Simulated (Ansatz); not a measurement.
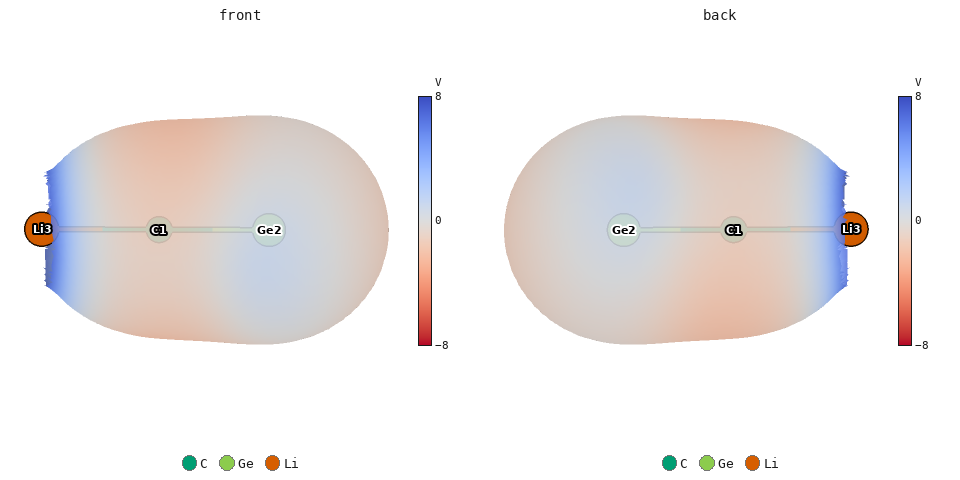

Figure 1: CGeLi (SMILES [Li][C]#[Ge]) (doublet). The electrostatic potential painted on the density surface at 0.004 e/bohr³, seen from the front and from behind; red is negative and blue positive.

Geometry: B3LYP/6-31G*.

Level of theory: isolated molecule in a Gaussian basis; Kohn-Sham density functional theory, functional PBE0 (Ansatz 0.2.0).

```json
{"atom": "C", "x (Å)": "0.0000", "y (Å)": "0.0000", "z (Å)": "-0.0412"}
{"atom": "Ge", "x (Å)": "0.0000", "y (Å)": "0.0000", "z (Å)": "-1.8478"}
{"atom": "Li", "x (Å)": "0.0000", "y (Å)": "0.0000", "z (Å)": "1.8889"}
```

**Which sites attract a positive test charge, and which a negative one?**

A positive charge is drawn to the negative regions and a negative charge to the positive ones. The most negative region (about −2.1 V, or −48 kcal/mol for a unit charge) lies over C1 and Ge2, the most positive (about +6.4 V, or +148 kcal/mol for a unit charge) over Li3.
